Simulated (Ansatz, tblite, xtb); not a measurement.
How methods differ on CH3BrGaO (SMILES C[O][Ga][Br])

The species is CH3BrGaO (7 atoms), meant as a doublet with charge 0. SMILES: `C[O][Ga][Br]`. The coordinates come from a PBE0-D4/def2-TZVP relaxation. This is one conformer, not always the lowest.

```xyz
7

C     0.6043    0.9033    0.2575
O    -0.3728    0.0488   -0.2819
Ga   -0.5085   -1.7242   -0.0487
Br   -2.3216   -2.6988   -1.1130
H     0.4956    1.8803   -0.2220
H     0.4783    1.0408    1.3371
H     1.6246    0.5499    0.0711
```

Each level gives the dipole moment (D). The values are calculated.

| level | kind | program | value (D) |
| --- | --- | --- | --- |
| GFN2-xTB | semi-empirical | xtb | 6.47 |
| GFN1-xTB | semi-empirical | tblite | 4.97 |
| GFN0-xTB | semi-empirical | xtb | 5.63 |
| IPEA1-xTB | semi-empirical | tblite | 3.85 |
| UHF/STO-3G | Hartree–Fock | Ansatz | 2.19 |
| UHF/3-21G | Hartree–Fock | Ansatz | 4.11 |
| UHF/def2-SVP | Hartree–Fock | Ansatz | 3.25 |
| UPBE/STO-3G | GGA | Ansatz | 2.43 |
| UB3LYP/6-31G* (spherical functions) | global hybrid | Ansatz | 2.95 |
| UB3LYP/6-31G* (Cartesian functions) | global hybrid | Ansatz | 2.96 |

All-electron rows without a relativistic Hamiltonian named are non-relativistic. The values span 2.19 to 6.47 D. Sets without polarisation functions give poor dipoles.

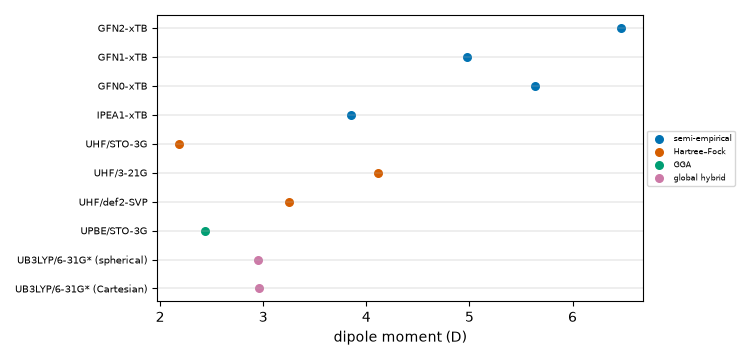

The values of the table, level by level.
